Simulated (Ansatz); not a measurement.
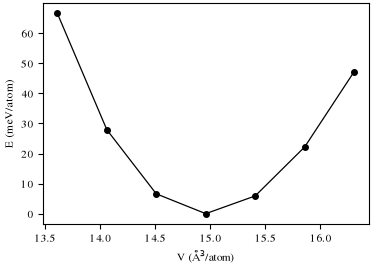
Fig. 1. Ga3Mo in space group I4/mmm (No. 139; Ga on 2b, Ga on 4d, Mo on 2a) under volume change, DFT-r²SCAN in the program Ansatz with PAW potentials, shape and atoms relaxed at each volume.

Problem. What does a third-order Birch–Murnaghan fit give for V₀, B₀ and B′?

Solution. V₀ = 14.96 Å³/atom, B₀ = 147 GPa, B′ = 4.7.

A made-up cell: these elements were put on the sites of a structure type; neither database checked (COD, Materials Project) lists it. Its standing as an ambient phase is unchecked. The r²SCAN relaxation kept the symmetry of its start; whether a distortion lowers the energy is not shown. The run is not spin-polarised.

Potentials: the earlier of the program's two PAW sets.
